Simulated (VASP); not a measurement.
Band structure of BaTiO$_{3}$ (tetragonal perovskite). All values below come from AM05 GGA, VASP's PBE PAW potentials (set 64) (plane waves; VASP).

Unless said otherwise, spin-orbit coupling is left out, though it shifts the bands of the heavy elements here.

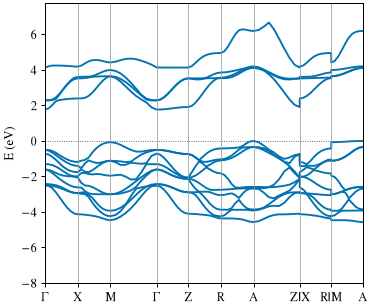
Bands along high-symmetry lines, zero at the valence-band maximum or, without a gap, the Fermi level

Problem. Read the plot: is there a gap, and where are the band edges?

Solution. The gap is indirect, 1.76 eV, from the valence maximum at A to the conduction minimum at Γ. (Edges off the drawn lines would not show.)

The compound is BaTiO3 in the tetragonal perovskite structure. It was relaxed first.
